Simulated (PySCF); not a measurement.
**C6H7F3: NMR shifts and electronic excitations in gas and solvents**

Aim: compute the NMR shifts and electronic excitations of C6H7F3 (`C=C/C=C\CC(F)(F)F`), and see what a dielectric continuum does where one was used.

Computed with PySCF 2.14.0, with density-fitted response routines of our own, on a single molecule, in the gas phase or a continuum. Atoms are numbered from 0 throughout.

**1. Starting geometry**

16 atoms, charge 0, multiplicity 1; geometry from: GFN2-xTB.

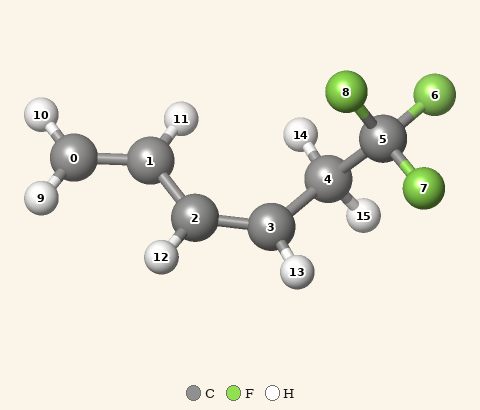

As it starts; carbon grey, fluorine green, hydrogen white, atoms numbered.

**2. Geometry optimisation at PBE0-D3(BJ)/def2-SVP**

What the job is given:

```
{"job": {"xc": "PBE0", "basis": "def2-SVP", "d3": "d3bj", "grid": 1, "kind": "geom"}, "charge": 0, "multiplicity": 1}
C      2.983279     0.365034    -0.465096
C      1.717204     0.400086    -0.061601
C      0.975314    -0.793296     0.279086
C     -0.280974    -0.865733     0.719166
C     -1.212960     0.286373     0.951970
C     -2.424577     0.173174     0.043770
F     -3.279022     1.196285     0.221383
F     -3.128273    -0.947972     0.259063
F     -2.096566     0.176391    -1.255725
H      3.520867    -0.564652    -0.553671
H      3.525606     1.258760    -0.720049
H      1.210277     1.351410     0.013419
H      1.524917    -1.718153     0.162248
H     -0.715712    -1.833563     0.928480
H     -0.743597     1.248754     0.752623
H     -1.583382     0.276045     1.981006
```

The run is started by

```
> OMP_NUM_THREADS=1 python probes_run.py task.json out
```

The driver reads the jobs from task.json and runs them one after another.

The log of the run:

```text
step   0  E = -531.40848491  max force = 0.012192
step   1  E = -531.41026629  max force = 0.007307
step   2  E = -531.41040637  max force = 0.002147
step   3  E = -531.41044074  max force = 0.000839
step   4  E = -531.41043213  max force = 0.001243
step   5  E = -531.41045134  max force = 0.000290
optimisation converged
```

Wall time 4.9 min (1 thread, shared host).

The steps of the relaxation:

```
step  energy from step 0 (eV)  largest force component (eV/Å)
   0                   0.0000                          0.6269
   1                  -0.0485                          0.3757
   2                  -0.0523                          0.1104
   3                  -0.0532                          0.0431
   4                  -0.0530                          0.0639
   5                  -0.0535                          0.0149
```

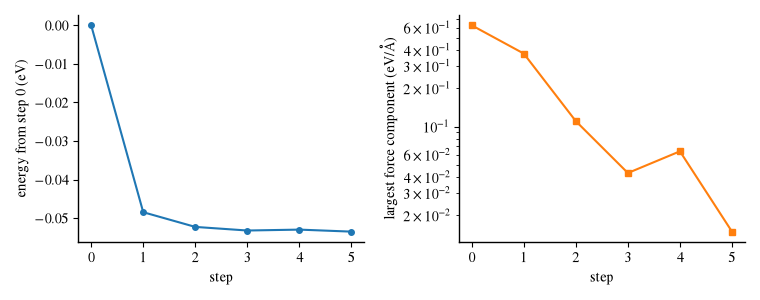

Energy and force, step by step.

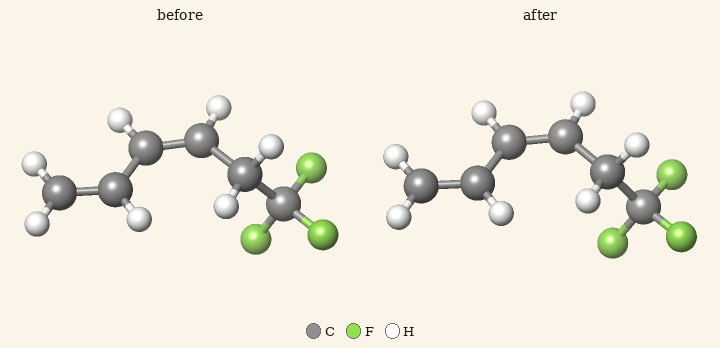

The geometry before (left) and after (right).

Close pairs (by a distance rule), those that changed most:

```
  bond  before (Å)  after (Å)  change (Å)
 C0–H9       1.078      1.095      +0.017
C0–H10       1.076      1.092      +0.016
C1–H11       1.081      1.095      +0.014
C2–H12       1.082      1.096      +0.014
C3–H13       1.081      1.094      +0.013
 C0–C1       1.329      1.341      +0.011
 C2–C3       1.333      1.344      +0.011
C4–H14       1.089      1.098      +0.009
```

The end geometry stands in the next job.

```csv
at the end point,value
point group (found at 0.08 Å tolerance),C1
"rotational constants (GHz, main isotopes)","3.612, 0.767, 0.724"
dipole moment (D),2.13
```

**3. Shielding tensors: PBE0/pcSseg-1 in benzene**

What the job is given:

```
{"job": {"kind": "nmr", "xc": "PBE0", "basis": "pcSseg-1", "solvent": "benzene", "pop": true}, "charge": 0, "multiplicity": 1}
C      3.000698     0.300629    -0.398457
C      1.719209     0.334679    -0.006283
C      0.948890    -0.852972     0.321094
C     -0.332498    -0.897413     0.725333
C     -1.240893     0.272688     0.922768
C     -2.395016     0.287637    -0.052260
F     -3.198255     1.332723     0.174691
F     -3.139112    -0.819905     0.051934
F     -1.975237     0.370536    -1.315809
H      3.541551    -0.646284    -0.492453
H      3.548703     1.214192    -0.639664
H      1.219563     1.306293     0.066916
H      1.482636    -1.805288     0.226609
H     -0.777575    -1.877144     0.924697
H     -0.720759     1.234217     0.820813
H     -1.690825     0.249242     1.928779
```

With the program's defaults for keys left out, this is: GIAO PBE0/pcSseg-1 NMR shielding, non-relativistic, IEF-PCM benzene.

The log of the run:

```text
coarse grid: 14120 points
cycle   1  E = -531.5359307753  dE =  1.278e+00  |g| = 8.860e-01  |ddm| = 3.569e+00
cycle   2  E = -531.4229637407  dE =  1.130e-01  |g| = 1.265e+00  |ddm| = 1.115e+00
cycle   3  E = -531.6741542760  dE = -2.512e-01  |g| = 8.367e-02  |ddm| = 6.562e-01
cycle   4  E = -531.6752329734  dE = -1.079e-03  |g| = 4.988e-02  |ddm| = 9.777e-02
cycle   5  E = -531.6757896353  dE = -5.567e-04  |g| = 1.603e-02  |ddm| = 4.639e-02
cycle   6  E = -531.6758529791  dE = -6.334e-05  |g| = 2.644e-03  |ddm| = 1.369e-02
cycle   7  E = -531.6758546127  dE = -1.634e-06  |g| = 5.099e-04  |ddm| = 2.480e-03
final grid: 139664 points
cycle   8  E = -531.7487475259  dE = -4.873e-05  |g| = 7.595e-03  |ddm| = 2.961e-02
cycle   9  E = -531.7487445458  dE =  2.980e-06  |g| = 9.079e-03  |ddm| = 1.191e-02
cycle  10  E = -531.7487608067  dE = -1.626e-05  |g| = 9.920e-04  |ddm| = 5.901e-03
cycle  11  E = -531.7487609786  dE = -1.719e-07  |g| = 2.361e-04  |ddm| = 7.819e-04
cycle  12  E = -531.7487609872  dE = -8.586e-09  |g| = 1.215e-04  |ddm| = 2.552e-04
cycle  13  E = -531.7487609909  dE = -3.666e-09  |g| = 2.288e-05  |ddm| = 1.072e-04
cycle  14  E = -531.7487609910  dE = -1.219e-10  |g| = 5.057e-06  |ddm| = 2.015e-05
converged SCF energy = -531.7487609910

GIAO shielding tensors (ppm)
atom      isotropic    diamagn.    paramagn.     s11        s22        s33       span
  0 C       55.036     252.826    -197.790    -55.736     62.524    158.321    214.056
  1 C       45.838     256.577    -210.739    -75.289     46.245    166.559    241.848
  2 C       40.893     254.271    -213.378    -68.386     48.517    142.547    210.933
  3 C       56.478     256.926    -200.449    -47.838     59.852    157.419    205.256
  4 C      148.938     250.224    -101.286    127.451    147.261    172.102     44.651
  5 C       53.569     246.078    -192.509     50.812     52.444     57.452      6.640
  6 F      254.252     470.268    -216.017    168.513    252.149    342.094    173.581
  7 F      261.745     473.169    -211.424    174.401    269.323    341.510    167.109
  8 F      259.076     477.933    -218.857    175.141    266.568    335.520    160.379
  9 H       25.557      29.614      -4.057     22.425     24.904     29.343      6.918
 10 H       25.581      28.485      -2.904     22.931     24.677     29.133      6.202
 11 H       24.375      33.099      -8.724     20.899     22.101     30.125      9.226
 12 H       24.788      32.163      -7.375     22.641     23.211     28.513      5.872
 13 H       25.568      31.510      -5.942     22.356     25.284     29.064      6.708
 14 H       28.100      31.758      -3.658     23.905     28.276     32.119      8.215
 15 H       28.628      28.340       0.288     24.833     27.539     33.513      8.681
```

Run time: 89 s. Hardware: 1 thread, shared host.

Shifts follow as δ = σ(reference) − σ, with reference shieldings (ppm) from runs at the same level and on the same kind of geometry: 1H TMS 31.25, 13C TMS 184.9, 19F CFCl3 178.7. The references are single molecules in the same continuum, so shifts against H2O, NH3, PH3, H3PO4 or CFCl3 are not on the usual liquid scales and can be off by tens of ppm. Atoms listed in one row are averaged.

```csv
atoms,environment,σ (ppm),δ (ppm)
C2,alkene CH,40.9,144.0
C1,alkene CH,45.8,139.0
C5,CF3 carbon,53.6,131.3
C0,terminal =CH2 carbon,55.0,129.8
C3,alkene CH,56.5,128.4
C4,allylic sp3 CH2,148.9,35.9
H11,hydrogen on an alkene CH,24.38,6.88
H12,hydrogen on an alkene CH,24.79,6.47
H9,hydrogen on a terminal =CH2 carbon,25.56,5.70
H13,hydrogen on an alkene CH,25.57,5.69
H10,hydrogen on a terminal =CH2 carbon,25.58,5.67
"H14, H15",hydrogen on an allylic sp3 CH2,28.36,2.89
"F6, F7, F8",fluorine of a CF3 group,258.4,-79.6
```

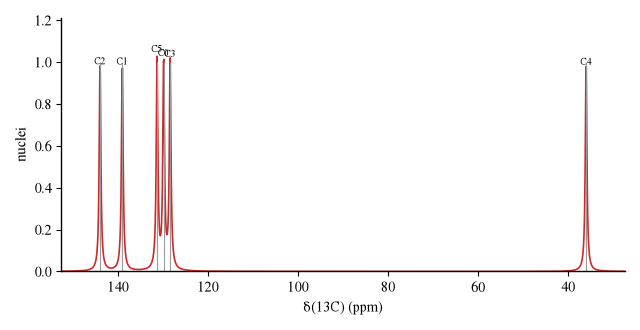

13C lines at the computed shifts, without couplings. Lines are broadened to a width of 0.43 ppm (Lorentzian).

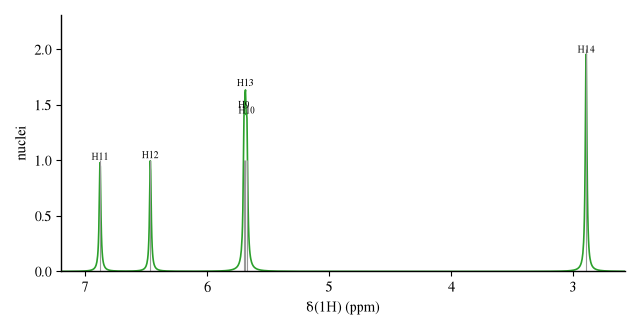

1H lines at the computed shifts, without couplings. Lines are broadened to a width of 0.02 ppm (Lorentzian).

Charges from the same density, by scheme (e):

```
     atoms  Mulliken    IAO  Hirshfeld  ESP fit
        C0     -0.16  -0.30      -0.09    -0.52
        C1     -0.21  -0.14      -0.05     0.03
        C2     -0.11  -0.14      -0.05    -0.19
        C3     -0.18  -0.16      -0.05    -0.22
        C4     -0.26  -0.31      -0.09    -0.25
        C5      0.78   0.81       0.26     0.59
F6, F7, F8     -0.27  -0.29      -0.10    -0.20
```

Hirshfeld charges:

C0 -0.09; C1 -0.05; C2 -0.05; C3 -0.05; C4 -0.09; C5 0.26; F6 -0.10; F7 -0.10; F8 -0.10; H9 0.05; H10 0.05; H11 0.05; H12 0.05; H13 0.05; H14 0.06; H15 0.06

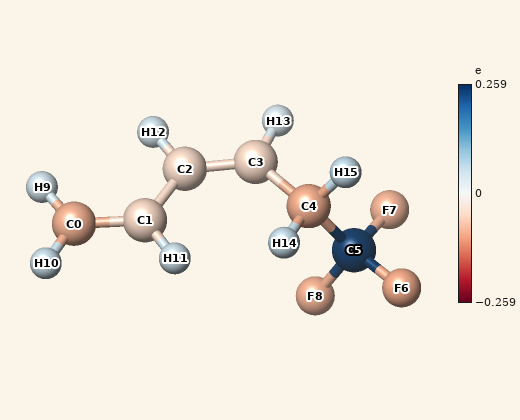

Hirshfeld charges, as colours on the atoms.

Mayer bond orders: C0–C1 1.90, C1–C2 1.09, C2–C3 1.87, C3–C4 1.02, C4–C5 1.01, C5–F6 1.00, C5–F7 1.00, C5–F8 1.02.

**4. Excited states and response: CAM-B3LYP/def2-SVPD**

Settings changed since step 3:

```diff
@@ -1,2 +1,2 @@
-{"job": {"kind": "nmr", "xc": "PBE0", "basis": "pcSseg-1", "solvent": "benzene", "pop": true}, "charge": 0, "multiplicity": 1}
+{"job": {"kind": "uv", "xc": "CAM-B3LYP", "basis": "def2-SVPD", "dynamic": true, "nstates": 6, "ntriplets": 0}, "charge": 0, "multiplicity": 1}
 C      3.000698     0.300629    -0.398457
```

Method: TDDFT CAM-B3LYP/def2-SVPD, vertical, gas phase, core orbitals frozen in the response.

The log of the run:

```text
coarse grid: 14120 points
cycle   1  E = -531.5529634567  dE =  1.407e+00  |g| = 9.004e-01  |ddm| = 8.228e+00
cycle   2  E = -531.5098641930  dE =  4.310e-02  |g| = 1.113e+00  |ddm| = 2.514e+00
cycle   3  E = -531.7070510917  dE = -1.972e-01  |g| = 6.622e-02  |ddm| = 1.270e+00
cycle   4  E = -531.7077780661  dE = -7.270e-04  |g| = 3.492e-02  |ddm| = 1.746e-01
cycle   5  E = -531.7080460230  dE = -2.680e-04  |g| = 9.523e-03  |ddm| = 7.856e-02
cycle   6  E = -531.7080683307  dE = -2.231e-05  |g| = 2.936e-03  |ddm| = 2.091e-02
cycle   7  E = -531.7080706214  dE = -2.291e-06  |g| = 3.856e-04  |ddm| = 7.042e-03
final grid: 139664 points
cycle   8  E = -531.7921662974  dE = -3.981e-05  |g| = 4.740e-03  |ddm| = 1.079e-01
cycle   9  E = -531.7921662146  dE =  8.280e-08  |g| = 5.150e-03  |ddm| = 1.606e-02
cycle  10  E = -531.7921706628  dE = -4.448e-06  |g| = 4.298e-04  |ddm| = 5.282e-03
cycle  11  E = -531.7921706974  dE = -3.467e-08  |g| = 1.671e-04  |ddm| = 1.036e-03
cycle  12  E = -531.7921707042  dE = -6.777e-09  |g| = 4.050e-05  |ddm| = 4.879e-04
cycle  13  E = -531.7921707046  dE = -3.924e-10  |g| = 1.211e-05  |ddm| = 9.535e-05
converged SCF energy = -531.7921707046

Static polarisability (au): isotropic 81.676, principal 56.708 67.909 120.410

Singlet excitations
state   eV       nm        f      main configurations
  1   5.7610    215.2   0.77532   H->L 0.98
  2   6.8234    181.7   0.00088   H->L+1 0.63, H->L+2 0.28
  3   6.9613    178.1   0.01506   H->L+2 0.60, H->L+1 0.18, H->L+3 0.16
  4   7.2342    171.4   0.00089   H-2->L 0.96
  5   7.3440    168.8   0.01222   H->L+4 0.31, H->L+3 0.27, H->L+5 0.16
  6   7.4328    166.8   0.01872   H->L+3 0.46, H->L+4 0.34
```

Wall time 2.5 min (1 thread, shared host).

Frontier orbitals and where they lie:

| orbital | eV | atoms |
| --- | --- | --- |
| HOMO−3 | -12.39 | C4 20 %, C2 15 %, C3 12 % |
| HOMO−2 | -11.35 | C1 19 %, C2 16 %, C3 11 % |
| HOMO−1 | -10.98 | C1 28 %, C2 25 %, C0 17 % |
| HOMO | -8.25 | C3 24 %, C0 24 %, C2 19 % |
| LUMO | -0.15 | C0 25 %, C3 22 %, C1 17 % |
| LUMO+1 | 1.37 | C4 12 %, C5 11 %, H15 9 % |
| LUMO+2 | 1.64 | H12 18 %, C2 12 %, H11 11 % |

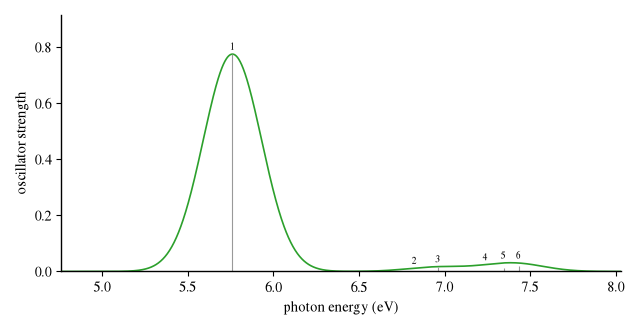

Absorption spectrum from the 6 singlet states computed; above the last one it falls off for lack of states. Lines are broadened to a width of 0.40 eV (Gaussian).

Ground-state properties from the same run:

| property | computed |
| --- | --- |
| dipole moment (D) | 2.42 |
| polarisability (Å³) | 12.10 |
| HOMO–LUMO gap (eV) | 8.10 |
| −ε(HOMO) (eV) | 8.25 |
| C6 with itself (au) | 2645 |

**5. Ultraviolet spectrum: CAM-B3LYP/def2-SVPD in benzene**

Settings changed since step 4:

```diff
@@ -1,2 +1,2 @@
-{"job": {"kind": "uv", "xc": "CAM-B3LYP", "basis": "def2-SVPD", "dynamic": true, "nstates": 6, "ntriplets": 0}, "charge": 0, "multiplicity": 1}
+{"job": {"kind": "uv", "xc": "CAM-B3LYP", "basis": "def2-SVPD", "solvent": "benzene", "nstates": 6, "ntriplets": 0}, "charge": 0, "multiplicity": 1}
 C      3.000698     0.300629    -0.398457
```

With the program's defaults for keys left out, this is: TDDFT CAM-B3LYP/def2-SVPD, vertical, IEF-PCM benzene (non-equilibrium linear response), core orbitals frozen in the response.

The log of the run:

```text
coarse grid: 14120 points
cycle   1  E = -531.5578576741  dE =  1.403e+00  |g| = 8.953e-01  |ddm| = 8.277e+00
cycle   2  E = -531.5196423744  dE =  3.822e-02  |g| = 1.095e+00  |ddm| = 2.410e+00
cycle   3  E = -531.7102363847  dE = -1.906e-01  |g| = 6.366e-02  |ddm| = 1.238e+00
cycle   4  E = -531.7109326560  dE = -6.963e-04  |g| = 3.195e-02  |ddm| = 1.656e-01
cycle   5  E = -531.7111559332  dE = -2.233e-04  |g| = 7.503e-03  |ddm| = 6.893e-02
cycle   6  E = -531.7111696411  dE = -1.371e-05  |g| = 2.909e-03  |ddm| = 1.773e-02
cycle   7  E = -531.7111718522  dE = -2.211e-06  |g| = 3.540e-04  |ddm| = 6.620e-03
final grid: 139664 points
cycle   8  E = -531.7952519616  dE = -3.997e-05  |g| = 4.719e-03  |ddm| = 1.087e-01
cycle   9  E = -531.7952519655  dE = -3.936e-09  |g| = 5.091e-03  |ddm| = 1.553e-02
cycle  10  E = -531.7952562813  dE = -4.316e-06  |g| = 4.230e-04  |ddm| = 5.118e-03
cycle  11  E = -531.7952563155  dE = -3.418e-08  |g| = 1.598e-04  |ddm| = 1.027e-03
cycle  12  E = -531.7952563219  dE = -6.356e-09  |g| = 3.240e-05  |ddm| = 4.743e-04
cycle  13  E = -531.7952563221  dE = -2.469e-10  |g| = 1.205e-05  |ddm| = 8.123e-05
converged SCF energy = -531.7952563221

Static polarisability (au): isotropic 93.033, principal 63.688 76.788 138.624

Singlet excitations
state   eV       nm        f      main configurations
  1   5.5069    225.1   0.90790   H->L 0.98
  2   6.8080    182.1   0.00133   H->L+1 0.65, H->L+2 0.24
  3   7.0237    176.5   0.02044   H->L+2 0.53, H->L+3 0.29, H->L+1 0.10
  4   7.1829    172.6   0.00066   H-2->L 0.95
  5   7.3311    169.1   0.01495   H->L+5 0.31, H->L+3 0.24, H->L+4 0.21
  6   7.4515    166.4   0.02392   H->L+4 0.36, H->L+3 0.34, H->L+2 0.10
```

It took 2 min on 1 thread, shared host.

This run: HOMO -8.13 eV, LUMO -0.02 eV; lowest singlet 5.51 eV.

**6. Comparing the runs: electronic excitations**

Excitations and ground-state properties, with basis size and wall time:

```
                           run  lowest singlet (eV)  brightest (eV)      f  gap (eV)  α (Å³)  μ (D)  functions     time
           CAM-B3LYP/def2-SVPD                 5.76            5.76  0.775      8.10   12.10   2.42        245  2.5 min
CAM-B3LYP/def2-SVPD in benzene                 5.51            5.51  0.908      8.11   13.79   2.61        245    2 min
```

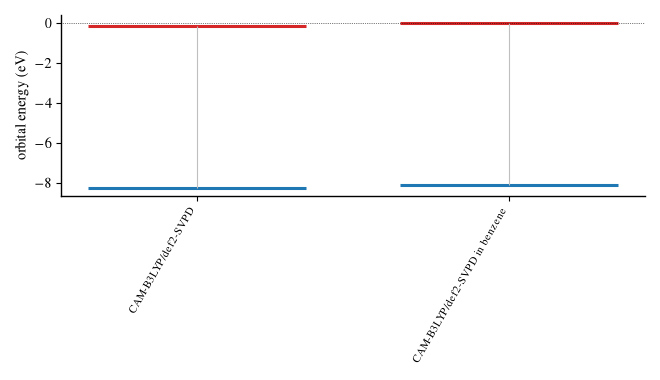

HOMO (blue) and LUMO (red) run by run.

**7. What came out**

| quantity | value |
| --- | --- |
| point group | C1 |
| rotational constants (main isotopes) | 3.61, 0.77, 0.72 GHz |
| 13C shifts against TMS (PBE0/pcSseg-1, benzene) | 144.0, 139.0, 131.3, 129.8, 128.4, 35.9 ppm |
| 1H shifts against TMS (PBE0/pcSseg-1, benzene, means over atoms taken as alike) | 6.88, 6.47, 5.70, 5.69, 5.67, 2.89 ppm |
| 19F shifts against CFCl3 (PBE0/pcSseg-1, benzene, means over atoms taken as alike) | -79.6 ppm |
| lowest singlet (CAM-B3LYP/def2-SVPD) | 5.76 eV (215 nm), f = 0.775 |
| range of the lowest singlet | 5.51 to 5.76 eV |

What this shows: The optimisation took 5 steps and gained 0.054 eV; among the close pairs (by a distance rule), C0–H9 changed most, from 1.078 to 1.095 Å. At PBE0/pcSseg-1: The widest tensor belongs to C1: span 242 ppm, with a paramagnetic part of -211 ppm. The lowest singlet, at 5.76 eV, is HOMO→LUMO 0.98 and is bright. The lowest singlet runs from 5.51 eV (CAM-B3LYP/def2-SVPD in benzene) to 5.76 eV (CAM-B3LYP/def2-SVPD), while the orbital gap spans 8.10 to 8.11 eV. The lowest state need not be the same one in every run.
